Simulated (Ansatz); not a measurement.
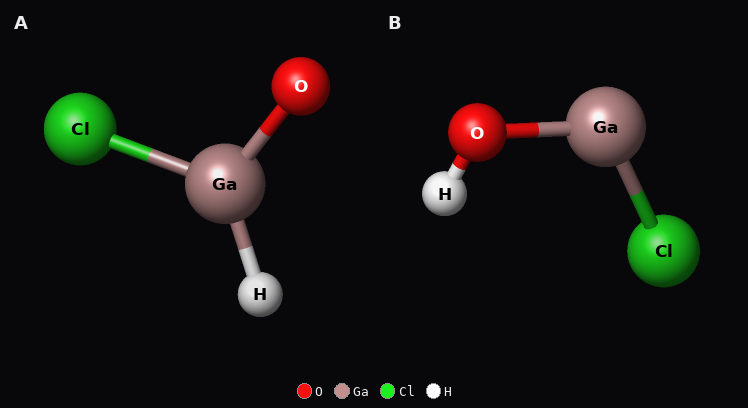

2 stationary structures of one formula. State: neutral, doublet. Geometries: PBE-D4/def2-SVP. Electronic energies: PBE-D4/def2-SVP (Ansatz 0.2.0), without zero-point energy. No frequency run is at hand to confirm each as a minimum.

Are they conformers, stereoisomers or constitutional isomers?

Answer. They are constitutional isomers of ClGaHO: A `[O][GaH][Cl]`, B `[OH][Ga][Cl]`.

Which structure is the most stable?

Answer. B is lowest (Cs); A lies 1.758 eV above it (Cs).
